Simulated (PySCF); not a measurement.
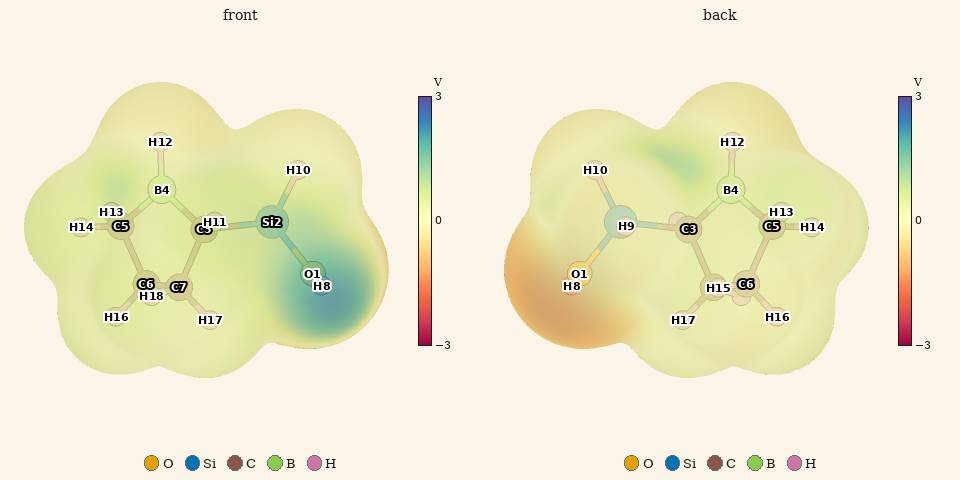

*C$_{4}$H$_{11}$BOSi. The electrostatic potential painted on the density surface at 0.001 e/bohr³, seen from the front and from behind; the colour scale runs from red (negative) to blue (positive).*

Geometry: GFN2-xTB.

All numbers below come from PySCF, wB97X-D/def2-SVPD, SCF density, gas phase.

Input file:

```
{"job": {"kind": "uv", "xc": "wB97X-D", "basis": "def2-SVPD", "nstates": 8, "ntriplets": 3}, "charge": 0, "multiplicity": 1}
O      2.850013     0.451283    -0.640809
Si     1.754929     0.724699     0.533102
C      0.404594    -0.639252     0.532600
B     -0.798020    -0.105459     1.358343
C     -1.927904     0.280732     0.328128
C     -1.252496     0.178216    -1.048847
C     -0.156660    -0.874011    -0.881444
H      3.276422    -0.393972    -0.754185
H      1.285599     2.048810     0.149899
H      2.403518     0.718111     1.848906
H      0.892055    -1.538793     0.919413
H     -0.860134    -0.012583     2.521121
H     -2.407968     1.249120     0.473883
H     -2.729395    -0.462252     0.395165
H     -0.793102     1.136476    -1.299077
H     -1.950638    -0.079884    -1.846644
H      0.597208    -0.800404    -1.668033
H     -0.596782    -1.874520    -0.933178
```

Launched as:

```sh
OMP_NUM_THREADS=1 python probes_run.py task.json out
```

Which sites attract a positive test charge, and which a negative one?

A positive charge is drawn to the negative regions and a negative charge to the positive ones. The most negative region (about −1.2 V) lies over O1, the most positive (about +2.1 V) over H8. O1 is the likeliest acceptor of a hydrogen bond.
